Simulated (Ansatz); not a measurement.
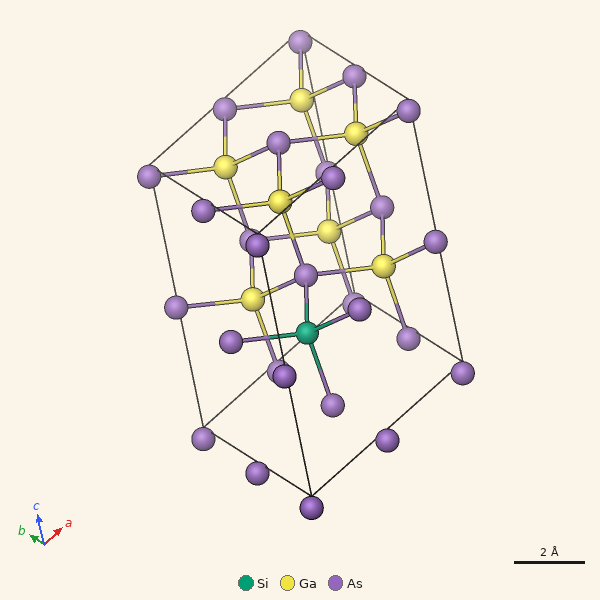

The image is a ball-and-stick drawing of a crystal, viewed slightly off an axis. The lines enclose the supercell; boundary atoms appear with their images. The host is GaAs, in a cell of 16 sites, and the cell is neutral.

> Name the defect and give its surroundings.

Silicon on a gallium site (a substitutional impurity). It is bonded to four As in a tetrahedral arrangement at about 2.4 Å.

Setup: DFT LDA, scalar-relativistic, plane waves, PAW in Ansatz 0.2.0; a 420 eV plane-wave basis, a 3×3×3 grid in reciprocal space, Gaussian smearing of 0.02 eV, collinear spins.

> Is there a net spin in the supercell?

No net moment.

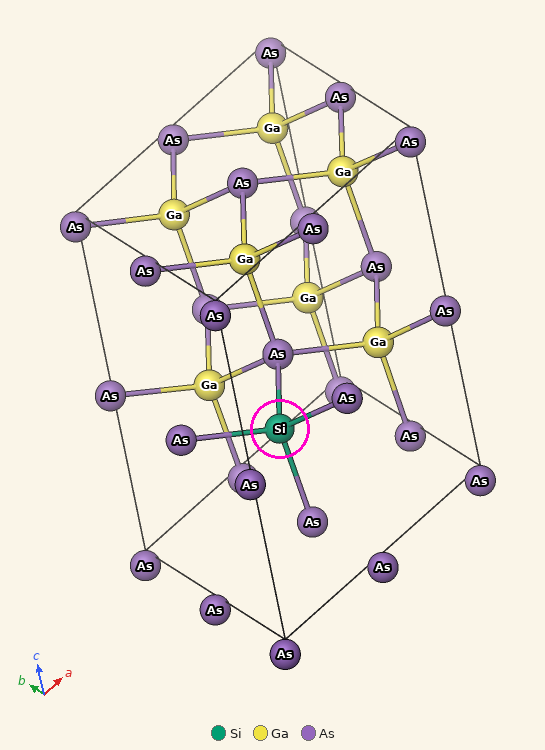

The same cell with a ring at the defect's site.

The atoms were relaxed in the host's cell with DFT LDA, scalar-relativistic, plane waves, PAW in Ansatz.
